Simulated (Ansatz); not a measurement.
We consider fcc Sr, described by rVV10 (Ansatz, a first-principles code, plane waves, PAW).

Settings: plane-wave cutoff 520 eV, 16×16×16 k mesh, Fermi–Dirac smearing 0.05 eV, scalar-relativistic PAW data made under PBE.

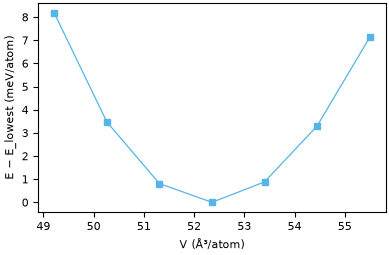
*Total energy against volume*

### Question
From the curve, estimate the equilibrium volume and the bulk modulus.

### Answer
V0 ≈ 52.3 Å³/atom and B0 ≈ 13 GPa; the fit gives V0 = 52.317 Å³/atom, B0 = 13.0 GPa, B′ = 3.7.

Measured, for comparison: bulk modulus 12.5 GPa (corrected for temperature and zero-point phonon effects, our sources range from 12.0 to 12.5; as tabulated in Levämäki et al. (2014), arXiv:1402.3671); equilibrium volume per atom 55.22 Å³/atom (low-temperature or extrapolated to 0 K; zero-point anharmonic expansion removed; as tabulated in Csonka et al. (2009), arXiv:0903.4037). Computed (rounded) less measured: bulk modulus +4 % (+4 % to +8 % over the range), equilibrium volume per atom -5.3 %.

Computed values are for the static lattice.

Cost on a shared machine: around 70 core-seconds (rough).
